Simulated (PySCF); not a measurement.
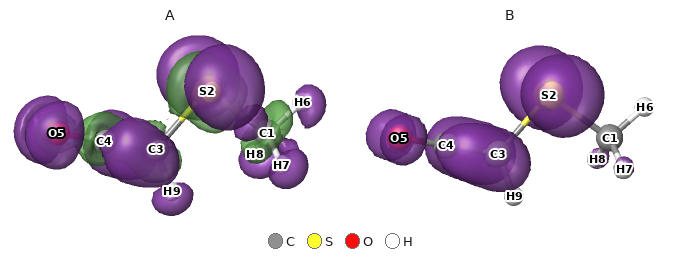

Figure. C₃H₄OS, SMILES `CSC=C=O`. The Fukui function f⁻ from two separate SCF calculations and the density of the HOMO, at ±0.02 e/Å³ (purple positive, green negative).

Level of theory: ωB97X/6-311G** (PySCF), at a geometry from GFN2-xTB. No frequency check shows the geometry to be a minimum. GFN2-xTB bond lengths at metals and heavier atoms can be off by up to 0.1 Å and shapes distorted, which carries into these values.

### Which panel is which, and how good is the frozen-orbital picture?

A is f⁻ (it has negative regions), B the HOMO density. The HOMO lies on S2 (47 %), C3 (20 %) and C4 (13 %); f⁻ (Hirshfeld-condensed) is largest on S2 (0.38); the vertical ionisation energy is 8.11 eV. Relaxation shifts 18 % of the electron between atoms. The orbital energy is −8.08 eV.
